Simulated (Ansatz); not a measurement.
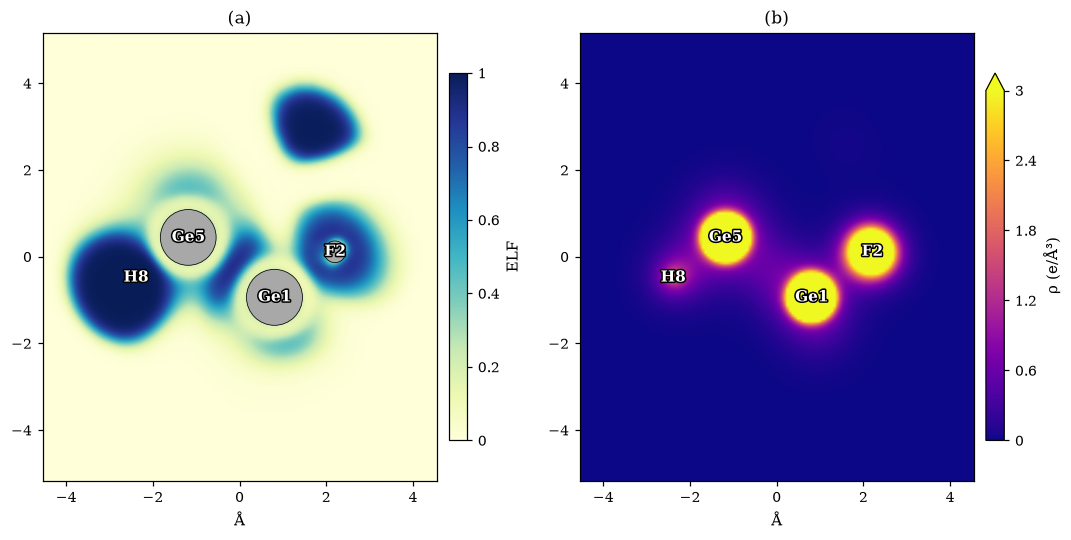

Figure 1: ClFGe2H4···H2. (a) electron localisation function; (b) electron density on the plane of atoms F2, Ge1 and Ge5. Grey discs cover the atomic cores in the ELF map.

These are results of RKS PBE0-D4/def2-mTZVP (Ansatz), not measurements.

```xyz
10

Ge    0.4713   -0.0842   -0.2130
F    -0.0691    0.5057    1.3395
H     1.9889   -0.2820   -0.0680
Cl    0.1882    1.5598   -1.5827
Ge   -0.9509   -1.9361   -0.8578
H    -0.9428   -2.9876    0.2601
H    -2.3647   -1.3953   -1.0917
H    -0.3820   -2.5366   -2.1513
H    -3.2704   -0.2028    1.7551
H    -2.5769    0.0696    1.7822
```

**Read the bonding off the picture.**

The section cuts through Ge, F and H sites.
Ge–F (1.75 Å): ρ is about 0.93 e/Å³ halfway; the ELF peaks at about 0.80 in the valence shell of F, 0.5 Å from its nucleus, and is about 0.20 at the midpoint.
Ge–Ge (2.42 Å): ρ at the midpoint is about 0.59 e/Å³; the ELF peaks at about 0.90 between the atoms; localised, covalent bonding.
Ge–H (1.54 Å): the density is about 1 e/Å³ at the midpoint; the ELF climbs to about 1 towards the hydrogen.
The ELF also peaks beside F2, away from the bonds: lone-pair regions.
